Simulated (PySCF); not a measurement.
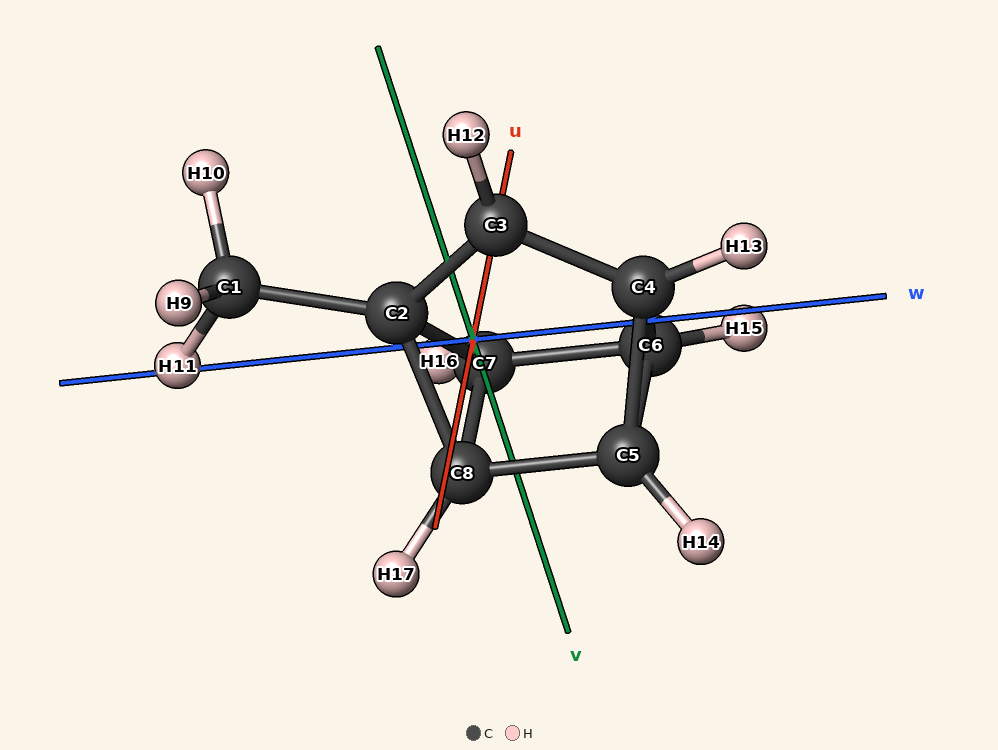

The lines u, v and w are the principal axes of the g tensor. Charge 0, doublet. The geometry was computed by an optimisation with GFN2-xTB. No frequency run is at hand to confirm it as a minimum. Method: UKS B3LYP, pcH-1 on C H, non-relativistic, mean-field spin-orbit, GIAO (PySCF 2.14.0).

### Along which axis does g lie farthest from the free-electron value?

Along w (nearly parallel to the C5–C8 bond): the shift is 579 ppm.

Give the principal values and shifts.

```
axis        g  shift (ppm)
   u  2.00226          −55
   v  2.00275          432
   w  2.00290          579
```
